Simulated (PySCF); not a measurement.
Si(F)2(OH)(SH), H₂F₂OSSi, SMILES F[Si](O)(F)S, B3LYP/def2-SVP optimised geometry. Atoms within 1.6 Å of the plane z = 0.0 Å (x, y, z in Å): O1 (0.92, -0.81, 0.00), Si2 (-0.72, -0.81, 0.00), F3 (-1.30, -1.62, 1.27), F4 (-1.30, -1.62, -1.27), S5 (-1.38, 1.20, 0.00), H6 (1.38, -1.65, 0.00), H7 (-0.11, 1.65, 0.00).

Computed with PySCF with B3LYP/def2-TZVP. Cells within 0.4 Å of a nucleus heavier than hydrogen are left out (blank, or x).

Map of the electron localisation function on the plane z = 0.0 Å:

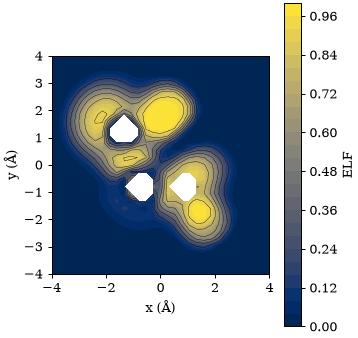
Figure: Electron localisation function on the plane z = 0.0 Å.
